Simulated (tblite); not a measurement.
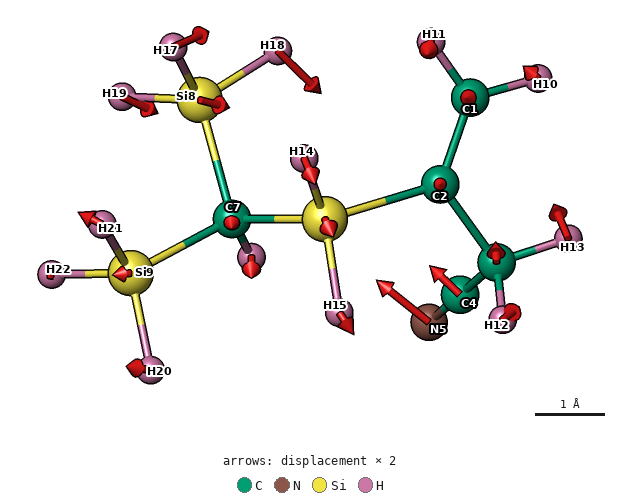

This is a relaxation of C₅H₁₃NSi₃. The starting structure is drawn; red arrows show the displacements, 2 times their true length. The two geometries are superimposed by the best rigid fit.

The picture is a ball-and-stick view, seen at a tilt.

The calculation used GFN2-xTB geometry optimisation, gas phase in tblite 0.8.0. 

Question: What did the optimiser do to the structure, and how much energy did it gain?

Answer: The largest moves after the best rigid fit, 0.51 Å, are those of N and H atoms. By element the largest moves are N 0.51 Å, H 0.50 Å, C 0.31 Å, Si 0.31 Å. Among the contacts that change: C–Si 1.833 → 1.905 Å, C–N 1.178 → 1.144 Å, C–C 1.461 → 1.439 Å, H–Si 1.488 → 1.467 Å. Bond angles that change, for instance: Si–C–Si 106.7° → 112.9°, Si–C–H 111.1° → 105.9°, Si–C–H 112.0° → 107.0°. The energy falls by 0.414 eV in 142 geometry steps. Cost: 2.7 s on 1 thread of Arm Neoverse N1, with other jobs on the host.
